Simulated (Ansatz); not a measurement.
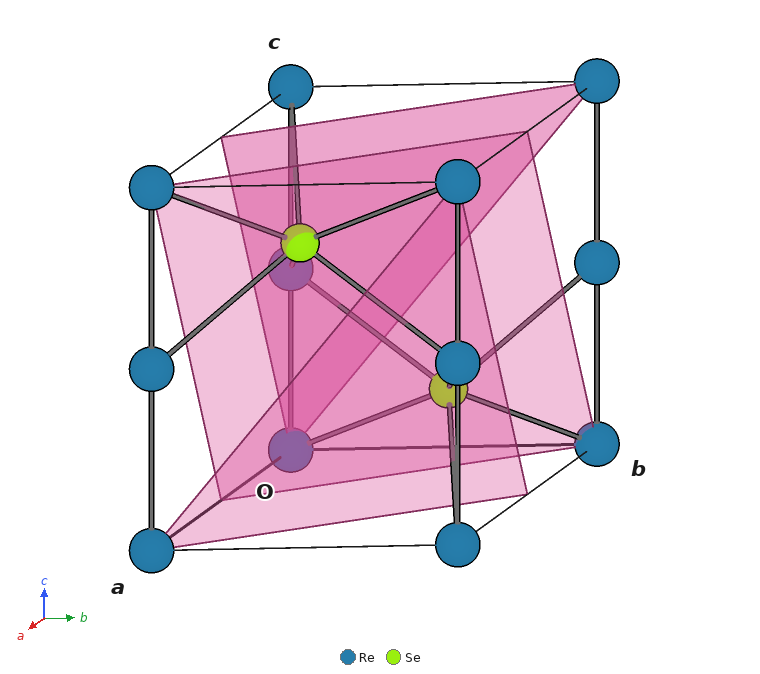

Every member of one family of equally spaced planes, hx + ky + lz = a whole number, that cuts the unit cell is shaded (one member passes through the origin O). Crystal: ReSe, the geometry relaxed at fixed volume with DFT PBEsol, scalar-relativistic, plane waves, PAW in Ansatz 0.2.0; the starting structure was generated, so it need not be a known form of this composition. The drawing is computed from the coordinates (standard cell, symmetry found to 0.002 Å).

a = 3.986 Å, b = 3.986 Å, c = 5.075 Å, α = 90.00°, β = 90.00°, γ = 120.00°.

Which (hkl) family is drawn?

(2 1 −1), in four indices (2 1 −3 −1); the opposite sign names the same planes. The member next to the origin meets the axes a at 1/2, b at 1, c at −1.

What is the spacing?

d = 1.264 Å.

Which atoms of the cell lie in these planes (within 0.03 Å)?

1 of the 2 Re.
